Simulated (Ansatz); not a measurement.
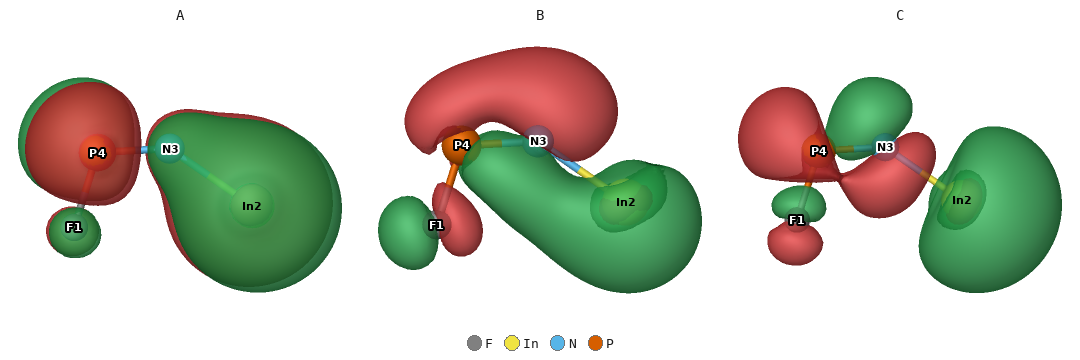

The picture shows: FInNP (SMILES F/P=[N]\[In]). Three frontier orbitals at ±0.06 Å⁻³ᐟ² (green and red are the two phases), in no order.

Geometry: r2SCAN-D4/def2-SVP; core potentials replace the inner electrons of In.

All numbers below come from Ansatz, isolated molecule in a Gaussian basis; Kohn-Sham density functional theory, functional PBE0.

Order the three orbitals by energy and name them.

B is the HOMO−1 (−8.17 eV). It lies mainly on N3 (about 55 %), In2 (about 20 %), P4 (about 15 %) and F1 (about 10 %); it is symmetric in the molecular plane (an in-plane orbital: σ, lone-pair or in-plane π type). C is the HOMO (−6.75 eV). It lies mainly on In2 (about 45 %), N3 (about 30 %) and P4 (about 20 %); it is symmetric in the molecular plane (an in-plane orbital: σ, lone-pair or in-plane π type). A is the LUMO (−2.22 eV). By Hirshfeld shares it lies mainly on In2 (about 55 %), P4 (about 35 %) and N3 (about 10 %); it changes sign across the molecular plane (π type).

What is the HOMO–LUMO gap?

4.53 eV between the orbital energies.
